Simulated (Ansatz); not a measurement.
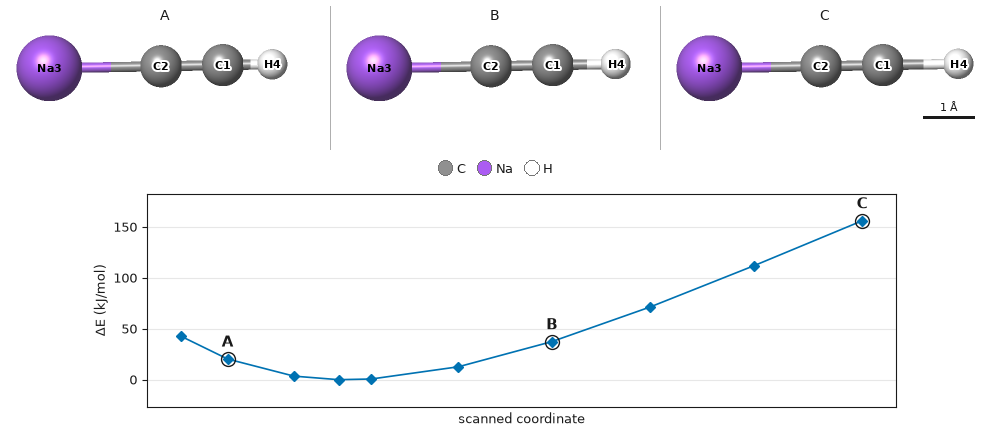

Frames of a one-coordinate scan of C2HNa. Style: ball-and-stick. Shown at a tilt.

Level of theory: PBE-D4 (def2-TZVPP, Ansatz), on geometries moved rigidly from the minimum at PBE0-D4/def2-TZVP. Energies are counted from the PBE0-D4/def2-TZVP minimum geometry at the same level.

**What is being scanned?**

The C1–H4 distance is varied, with the rest of the molecule carried along rigidly. In the frames the distance is 0.977 Å (A), 1.241 Å (B), 1.494 Å (C). The lowest computed point lies at the distance 1.067 Å (0.0 kJ/mol). At the ends of the scan the energy is 42.6 kJ/mol (0.939 Å) and 156.1 kJ/mol (1.494 Å). The curvature at the lowest point is about 40 eV/Å² (6.3 mdyn/Å). The well is steeper on the short side, as for any bond.
